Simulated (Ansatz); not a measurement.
# Cs3Bi: response to strain

Consider Cs$_{3}$Bi (space group Fm-3m, No. 225; a = 9.368 Å; a model cell, its experimental status unchecked).

Strains are applied to the cell and any free atomic positions relax.

Computed with r2SCAN in Ansatz (plane waves to 500 eV, PAW, no spin-orbit coupling).

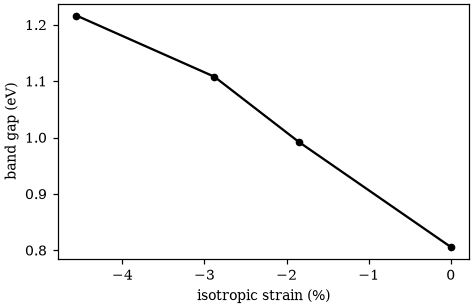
Figure. Band gap against isotropic strain

| isotropic strain (%) | band gap |
|---|---|
| -4.56 | 1.22 eV |
| -2.88 | 1.11 eV |
| -1.85 | 0.99 eV |

Spin-orbit coupling, missing from the scalar runs, can matter with Bi. No phonon test of stability was made.

Ansatz is an electronic-structure program.
